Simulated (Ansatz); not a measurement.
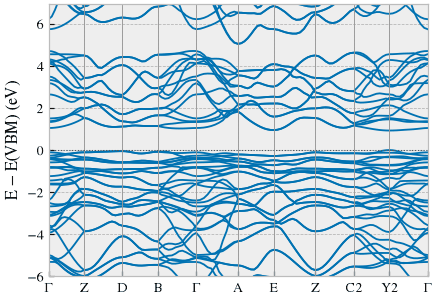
Fig. 1. Band structure from DFT-r²SCAN in the program Ansatz with PAW potentials

### Question
Read off the gap and where the band edges lie.

### Answer
About 0.9 eV (0.93 eV by a search for the band edges); maximum at Y2, minimum at Y2.

The material is FeTeAs in space group P2_1/c (No. 14; Fe on 4e, Te on 4e, As on 4e).

The workflow started from a Materials Project entry (that database holds measured and hypothetical structures alike); the Crystallography Open Database copy checked does not list it. Its standing as an ambient phase is unchecked. Symmetry was held in the r²SCAN relaxation; whether a distortion lowers the energy is not shown. The run is not spin-polarised. Spin–orbit coupling is left out wherever it is not named.

Potentials: the later of the program's two PAW sets.
